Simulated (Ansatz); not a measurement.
# Calculations on Ti$_{7}$Cu$_{5}$Ni$_{4}$Ag$_{4}$

### Relaxation

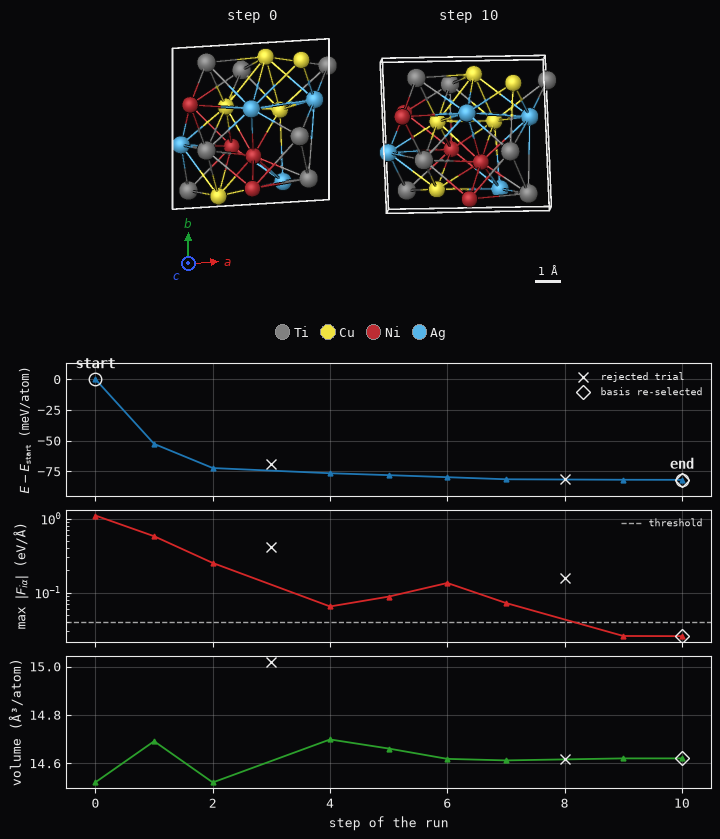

First and last geometry of a relaxation of an amorphous cell of composition Ti₇Cu₅Ni₄Ag₄ (coarse preliminary run), with the history of the run. The picture is a ball-and-stick view of the cell of the calculation, reduced to other axes, seen along the c axis. Lengths and directions refer to the drawn axes.

Case: the quenched liquid.

Computed with DFT PBE, scalar-relativistic, plane waves, PAW (Ansatz 0.2.0). Set-up: plane-wave cutoff 420 eV; k-point mesh 2 × 2 × 2; occupations gaussian; smearing width 0.1 eV; mesh shifted by (0.5, 0.5, 0.5); no spin polarisation; cell and atoms relaxed; force threshold 0.04 eV/Å; at most 70 steps.

> What do the curves and the structures tell?

It converged. The energy falls by 81.8 meV per atom in 7 accepted moves (10 points after the start). Largest force component: 1.1 eV/Å at the start, 0.026 eV/Å at the end. The pressure goes from 3.51 to 0.05 GPa. The line search rejected the trial steps at points 3, 8 of the run. At 1 point the geometry stayed and the basis and grid were re-selected for the new cell (energy shift of 0.1 meV per atom at most each time). The largest move relative to the cell is that of a Ni atom, 0.54 Å roughly along [3 1 2]. Largest moves by element: Ni 0.54 Å, Cu 0.47 Å, Ag 0.36 Å, Ti 0.28 Å. Cell: a 6.500 → 6.751 Å (+3.9 %), b 6.670 → 6.265 Å (−6.1 %), c 6.721 → 6.916 Å (+2.9 %), α 88.1° → 90.9°, β 87.7° → 89.2°, γ 86.4° → 91.4°. Volume +0.7 %. Among the contacts that change: Ag–Ni 3.567 → 2.816 Å, Ag–Ni 3.421 → 2.750 Å, Ni–Ti 3.201 → 2.714 Å, Ag–Ni 2.551 → 3.027 Å. Cost: 6 min on 2 threads of Arm Neoverse V1 (shared host), peak memory 0.99 GiB.

| step | E − E(0), meV/atom | largest force component, eV/Å | pressure, GPa | volume, Å³/atom | note |
| --- | --- | --- | --- | --- | --- |
| 0 | 0.00 | 1.1010 | 3.51 | 14.522 |  |
| 1 | -52.56 | 0.5785 | 0.62 | 14.691 |  |
| 2 | -72.20 | 0.2518 | 1.75 | 14.521 |  |
| 3 | -68.92 | 0.4168 | -2.98 | 15.020 | rejected |
| 4 | -76.43 | 0.0651 | -0.13 | 14.699 |  |
| 5 | -77.96 | 0.0884 | -0.02 | 14.661 |  |
| 6 | -79.63 | 0.1351 | 0.08 | 14.618 |  |
| 7 | -81.33 | 0.0725 | 0.04 | 14.612 |  |
| 8 | -81.24 | 0.1580 | 0.07 | 14.618 | rejected |
| 9 | -81.72 | 0.0260 | 0.01 | 14.620 |  |
| 10 | -81.78 | 0.0258 | 0.05 | 14.620 | same geometry, new basis |

Limits of the set-up: the k-point mesh is coarse for a cell with partly filled bands; the periodic images lie only 6.5 Å apart, so the values are limited by the cell's size.

### Dynamics

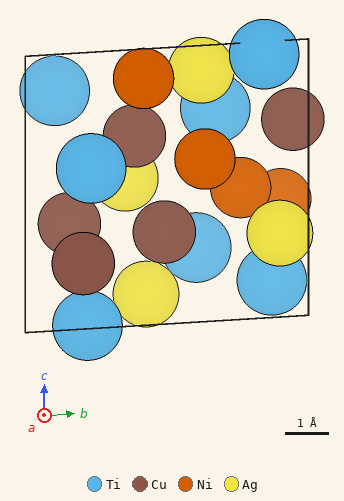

Starting frame of a dynamics run of an amorphous cell of composition Ti7Cu5Ni4Ag4 (20 atoms in the cell). It starts from the last geometry of an earlier run, with fresh velocities. Style: spheres-only. Shown: the simulation cell, along the a axis.

Theory: DFT PBE, scalar-relativistic, plane waves, PAW in Ansatz 0.2.0.

Input file:
```yaml
crystal:
  lattice:
    - [6.71855, 0.111065, 0.131562]
    - [0.111065, 6.66642, 0.204945]
    - [0.131562, 0.204945, 6.495171]
  atoms:
    - { symbol: Ti, position: [0.6486352133, 0.2193786777, 0.0119285004] }
    - { symbol: Ti, position: [0.9189212896, 0.8432578917, 0.95476649] }
    - { symbol: Ti, position: [0.3686604647, 0.8706792613, 0.1347813343] }
    - { symbol: Ti, position: [0.0416504387, 0.6033907548, 0.2701087402] }
    - { symbol: Ti, position: [0.2358272772, 0.6708234358, 0.7706417665] }
    - { symbol: Ti, position: [0.2377609771, 0.1036083575, 0.8686644828] }
    - { symbol: Ti, position: [0.8621113066, 0.2323778973, 0.5796582995] }
    - { symbol: Cu, position: [0.5480927251, 0.944794275, 0.7130249129] }
    - { symbol: Cu, position: [0.6385974999, 0.4907660071, 0.3332427004] }
    - { symbol: Cu, position: [0.4704759941, 0.1555746833, 0.3840749794] }
    - { symbol: Cu, position: [0.5592190444, 0.3851891417, 0.687557326] }
    - { symbol: Cu, position: [0.0019081579, 0.2046389064, 0.2372379106] }
    - { symbol: Ni, position: [0.9694863695, 0.4174422314, 0.8936078319] }
    - { symbol: Ni, position: [0.4153251862, 0.7602826941, 0.4771667067] }
    - { symbol: Ni, position: [0.8916751422, 0.634315235, 0.5885386602] }
    - { symbol: Ni, position: [0.0840832315, 0.9021977526, 0.42782339] }
    - { symbol: Ag, position: [0.6044269246, 0.6208259393, 0.9104814744] }
    - { symbol: Ag, position: [0.7271367868, 0.8988997354, 0.3037006507] }
    - { symbol: Ag, position: [0.3116252502, 0.4261728527, 0.1127546713] }
    - { symbol: Ag, position: [0.1833719862, 0.3528027561, 0.5367148237] }
  symmetry: { detect: false }
basis:
  ecutwfc: 420
  xc_grid: 1
kpoints:
  mp_grid: { grid: [1, 1, 1], shift: [0.25, 0.25, 0.25] }
hamiltonian:
  xc: pbe
scf:
  occupations: { method: fermi_dirac, width: 0.0801 }
  lower_state_search: "off"
  convergence: { dr2_threshold: 1.0e-05 }
output:
  forces: true
  stress: true
md:
  timestep: 3.0
  n_steps: 80
  ensemble: nvt_langevin
  friction: 0.03
  temperature: 930.0
  initial_velocities: maxwell_boltzmann
  seed: 53598
```

Launched with:
```bash
ansatz run input.yaml --threads 2 --pin off --max-ram 5120MiB --backend cpu --events-out ev --progress --plain --runs-dir out
```

> What does the trajectory do?

The mean temperature in the second half is 940 K (standard deviation 180 K). The potential energy is still drifting at the end, so the run hasn't reached equilibrium. The potential energy in the second half lies on average 93.3 meV per atom below the first frame. The mean pressure there is 6.9 GPa. In the second half of the run the atoms are, in the root-mean-square, this far from where they began (common drift taken out): Cu 0.39 Å, Ti 0.38 Å, Ni 0.34 Å, Ag 0.25 Å. That is small against the typical shortest distance between atoms in the first frame, about 2.3 Å: the atoms vibrate about their sites and the arrangement holds.

Along the run (each row but the first and the last is the mean over the interval that it begins):

| time (fs) | potential energy (meV/atom) | T (K) | p (GPa) |
| --- | --- | --- | --- |
| 0.0 | 0.0 | 884 | 10.1 |
| 24.0 | -66.9 | 1226 | 8.6 |
| 48.0 | -71.8 | 931 | 8.2 |
| 72.0 | -48.2 | 995 | 8.3 |
| 96.0 | -53.0 | 1155 | 7.7 |
| 120.0 | -74.7 | 1214 | 7.7 |
| 144.0 | -77.4 | 863 | 7.4 |
| 168.0 | -83.3 | 872 | 6.7 |
| 192.0 | -101.1 | 941 | 6.8 |
| 216.0 | -124.8 | 808 | 6.2 |
| 240.0 | -135.7 | 958 | 6.1 |

The paths of the atoms:

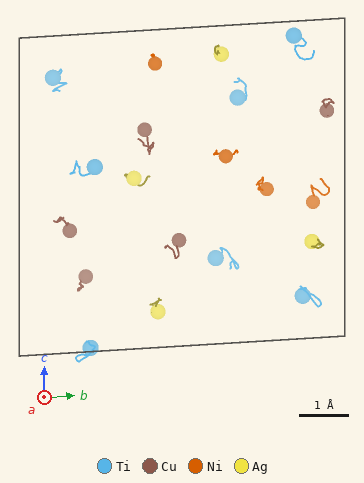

Limits of the set-up: the k-point mesh is coarse for a cell with partly filled bands; the periodic images lie only 6.5 Å apart, so the values are limited by the cell's size.

Cost: 5.7 min on 2 threads of Arm Neoverse V1 (shared host), peak memory 0.68 GiB.

### Dynamics

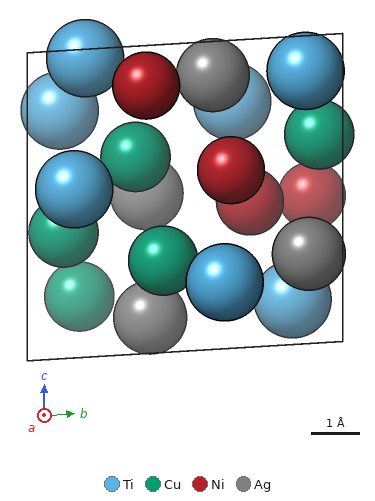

Starting frame of a dynamics run of an amorphous cell of composition Ti$_{7}$Cu$_{5}$Ni$_{4}$Ag$_{4}$ (20 atoms in the cell). It starts from the last geometry of an earlier run, with fresh velocities. Style: spheres-only. Shown: the simulation cell, along the a axis.

These are results of Ansatz, DFT PBE, scalar-relativistic, plane waves, PAW, not measurements.

Input
```yaml
crystal:
  lattice:
    - [6.71855, 0.111065, 0.131562]
    - [0.111065, 6.66642, 0.204945]
    - [0.131562, 0.204945, 6.495171]
  atoms:
    - { symbol: Ti, position: [0.6639196687, 0.1836311878, 0.9711208222] }
    - { symbol: Ti, position: [0.8933081241, 0.88214986, 0.8859771355] }
    - { symbol: Ti, position: [0.3557320157, 0.8407539053, 0.1470553186] }
    - { symbol: Ti, position: [0.0030223988, 0.6257676331, 0.2155819994] }
    - { symbol: Ti, position: [0.1719375646, 0.6494964455, 0.801461239] }
    - { symbol: Ti, position: [0.2245715514, 0.1030069862, 0.8064381443] }
    - { symbol: Ti, position: [0.8260265273, 0.1487624021, 0.5476395876] }
    - { symbol: Cu, position: [0.5453173203, 0.9254490148, 0.676984221] }
    - { symbol: Cu, position: [0.6827415082, 0.4308240479, 0.2983122675] }
    - { symbol: Cu, position: [0.4113607908, 0.1151247101, 0.4093366952] }
    - { symbol: Cu, position: [0.5080697992, 0.3432460873, 0.6405678562] }
    - { symbol: Cu, position: [0.0142465813, 0.1652698723, 0.1987060269] }
    - { symbol: Ni, position: [0.9451624794, 0.3768842855, 0.8702207774] }
    - { symbol: Ni, position: [0.3778076846, 0.705808125, 0.473098396] }
    - { symbol: Ni, position: [0.8676844581, 0.6457760664, 0.5784185332] }
    - { symbol: Ni, position: [0.0760319733, 0.9017636071, 0.4797944151] }
    - { symbol: Ag, position: [0.610029683, 0.5880173782, 0.890718365] }
    - { symbol: Ag, position: [0.7222901045, 0.8924880777, 0.2914232156] }
    - { symbol: Ag, position: [0.3275574552, 0.3896773402, 0.11615734] }
    - { symbol: Ag, position: [0.1371867901, 0.3781527099, 0.520600766] }
  symmetry: { detect: false }
basis:
  ecutwfc: 420
  xc_grid: 1
kpoints:
  mp_grid: { grid: [1, 1, 1], shift: [0.25, 0.25, 0.25] }
hamiltonian:
  xc: pbe
scf:
  occupations: { method: fermi_dirac, width: 0.05 }
  lower_state_search: "off"
  convergence: { dr2_threshold: 1.0e-05 }
output:
  forces: true
  stress: true
md:
  timestep: 3.0
  n_steps: 109
  ensemble: nvt_langevin
  friction: 0.03
  temperature: 300.0
  initial_velocities: maxwell_boltzmann
  seed: 53600
```

Run as
```bash
ansatz run input.yaml --threads 2 --pin off --max-ram 5120MiB --backend cpu --events-out ev --progress --plain --runs-dir out
```

What does the trajectory do?

Answer. The mean temperature in the second half is 309 K (standard deviation 54 K). The potential energy in the second half lies on average 45.9 meV per atom below the first frame. The mean pressure there is 3.4 GPa. In the second half of the run the atoms are, in the root-mean-square, this far from where they began (common drift taken out): Ni 0.25 Å, Ti 0.25 Å, Cu 0.23 Å, Ag 0.23 Å. That is small against the typical shortest distance between atoms in the first frame, about 2.4 Å: the atoms vibrate about their sites and the arrangement holds.

Along the run (each row but the first and the last is the mean over the interval that it begins):

```tsv
time (fs)	potential energy (meV/atom)	T (K)	p (GPa)
0.0	0.0	285	5.4
39.0	-29.6	364	3.8
78.0	-39.2	343	3.6
117.0	-41.3	252	3.7
156.0	-46.4	276	3.3
195.0	-47.0	298	3.4
234.0	-49.1	369	3.5
273.0	-42.1	313	3.5
312.0	-42.9	271	3.6
```

The paths of the atoms, magnified 2 times:

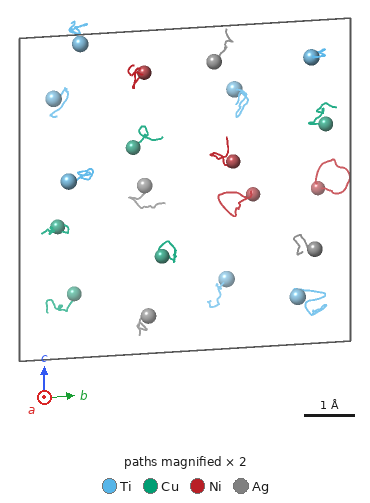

Limits of the set-up: the k-point mesh is coarse for a cell with partly filled bands; the periodic images lie only 6.5 Å apart, so the values are limited by the cell's size.
